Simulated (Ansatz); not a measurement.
```yaml
atoms:
  - { symbol: Ge, position_ang: [0.4701, 0.0651, 0.0056] }
  - { symbol: Cl, position_ang: [0.8478, 0.4209, 2.0307] }
  - { symbol: F, position_ang: [1.9285, -0.0945, -0.8293] }
  - { symbol: F, position_ang: [-0.3624, 1.3209, -0.7455] }
  - { symbol: F, position_ang: [-0.3703, -1.3737, -0.2524] }
  - { symbol: S, position_ang: [-3.0991, 0.1801, 1.3248] }
  - { symbol: H, position_ang: [-3.4185, -0.4491, 0.1922] }
  - { symbol: H, position_ang: [-3.0461, -0.9425, 2.0460] }
```

All numbers below come from RHF/def2-SVP (Ansatz 0.2.0).

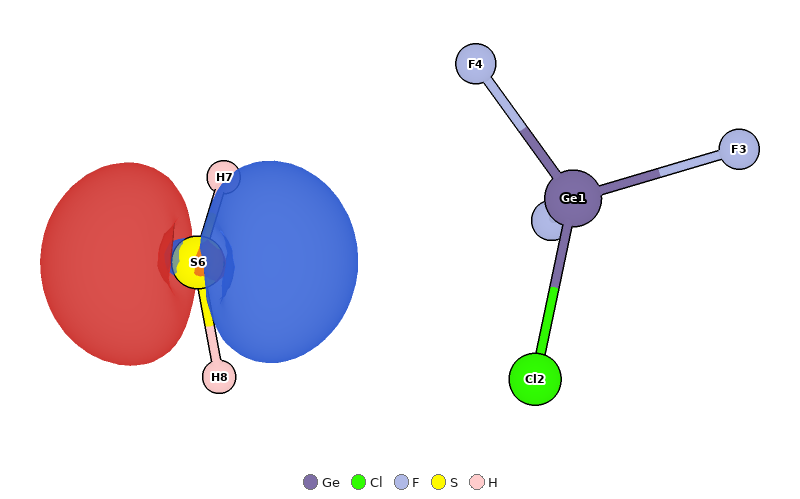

ClF$_{3}$Ge···H$_{2}$S. The HOMO at ±0.2 Å⁻³ᐟ² (red and blue are the two phases), seen at a tilt.

> What is the character of this orbital?

It lies mainly on S6 (about 90 %); largely a lone pair of S6. Its energy is −10.67 eV.
